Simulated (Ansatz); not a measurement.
Electronic density of states of amorphous Hf$_{20}$Al$_{20}$O$_{70}$, density 6.60 g/cm³, on a 2×2×2 Γ-centred mesh with a Gaussian width of 0.1 eV; energies count from the Fermi level, whose place inside the gap is arbitrary. Cell and mesh are small, so fine structure isn't converged. Computed with PBE, scalar-relativistic without spin-orbit coupling (plane waves to 420 eV, PAW; Ansatz, a program for electronic structure). Sampling: a 2×2×2 Γ-centred mesh; Fermi-Dirac width 0.02 eV; no spin polarisation. At PBE the levels at the filled edge of the gap are localised (band-tail or defect states), and the nearest spread-out levels lie 4.0 eV apart at the zone centre.

It comes from a melt-quench run on a machine-learned potential (CHGNet), relaxed afterwards by DFT. O atoms were pushed apart under 1.9 Å during the dynamics, to hinder bonds among them. The hot cell started wider than the set density and was brought back towards it in steps. It is the lowest in DFT energy of 4 quenches. It is a model cell: composition and starting density were chosen by hand, and all elements were melted together. No dispersion term was used. Its density started from a set value of 6.72 and ended at 6.60 g/cm³. The quench (nominally 600 K/ps over its main leg) was far faster than any real one, so the model tends to hold more defects than a real film. Values belong to this one cell and scatter from quench to quench. Volume and shape were free in the relaxation.

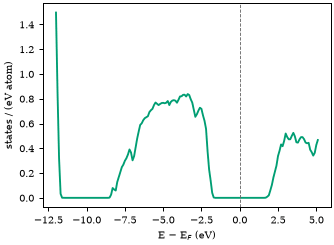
*Density of states per atom*

The level gap on this mesh is 3.74 eV; the broadening fills part of it in the curve.
